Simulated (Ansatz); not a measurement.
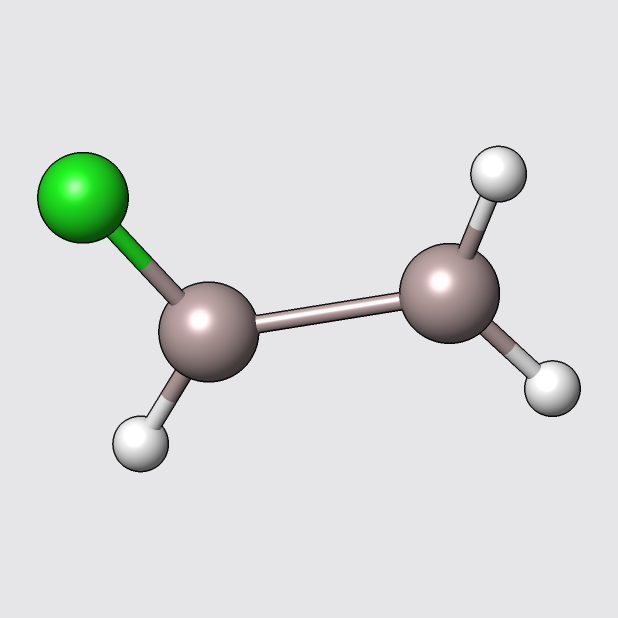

Ball-and-stick drawing of a structure. Every bond is drawn as one stick, whatever its order. Colours: aluminium light grey, chlorine green, hydrogen white.

Description:

It has 6 atoms: 2 aluminium, 1 chlorine and 3 hydrogen (Al₂ClH₃). SMILES: `[AlH2][AlH][Cl]`. The point group is Cs. All atoms lie on one plane. Coordination: 2 Al trigonal planar.

The parts below concern this one geometry. Atoms keep their numbers from picture to picture. The computed structure is the end point of a PBE0-D4/def2-TZVP optimisation. No frequency run is at hand to confirm it as a minimum.

### Shape

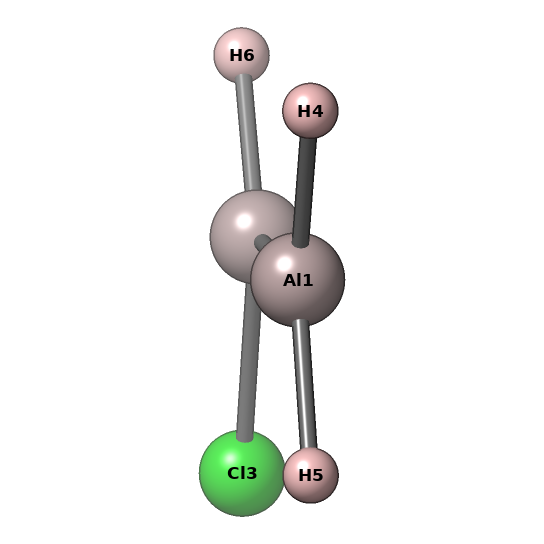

Al2 lies behind Al1. The molecule seen nearly along the Al1–Al2 bond, Al1 in front. Depth is shown by fading: the farther an atom, the more it takes the colour of the background. No frequency run is at hand to confirm it as a minimum.

What is the torsion angle H4–Al1–Al2–Cl3? The sign is positive where the front bond must turn clockwise to cover the back bond.

Answer. 180°, antiperiplanar (anti).

### Electronic properties

No frequency run is at hand to confirm it as a minimum. Properties computed with RKS PBE0-D4/def2-TZVPP (Ansatz 0.2.0).

Predict the main results.

- HOMO energy (Kohn–Sham orbital): −7.18 eV
- LUMO energy (Kohn–Sham orbital): −2.96 eV
- HOMO–LUMO gap: 4.21 eV

### Dipole moment

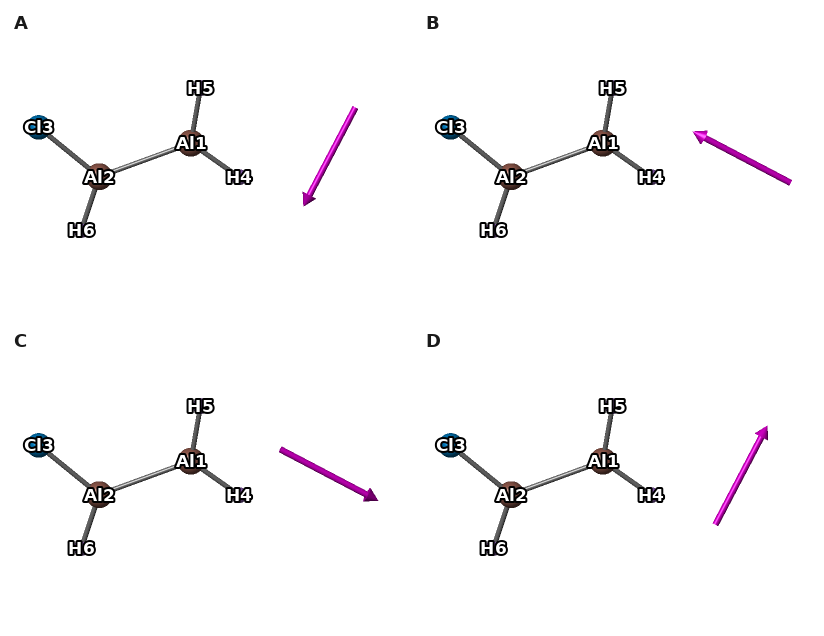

The same molecule four times, each with an arrow. No frequency run is at hand to confirm it as a minimum. Method: RKS PBE0-D4/def2-TZVP (Ansatz 0.2.0).

Which arrow points along the dipole moment, from the negative to the positive end?

Answer. C. The dipole moment is 1.47 D; it points from the side of Cl3 to the side of H4 (the outermost atoms at the two ends).

### Charges

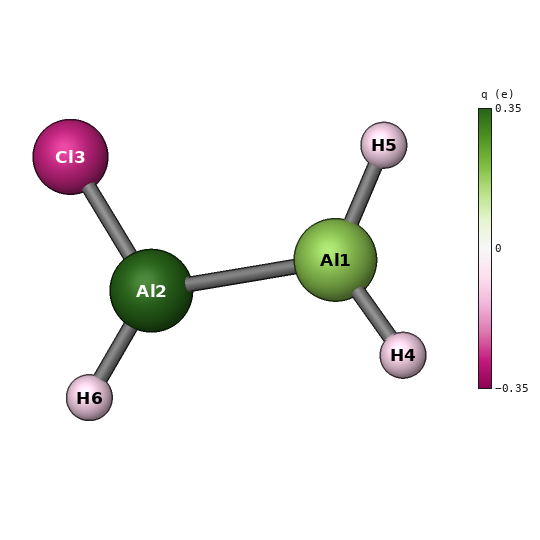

Atoms are coloured by their Mulliken charges. No frequency run is at hand to confirm it as a minimum. Method: RKS PBE0-D4/def2-TZVP (Ansatz 0.2.0).

Give the Mulliken charges atom by atom.

```csv
atom,value (e)
Al1,0.19
Al2,0.35
Cl3,−0.27
H4,−0.09
H5,−0.09
H6,−0.09
```

Mulliken values depend strongly on the basis set and can even reverse the polarity of a bond.
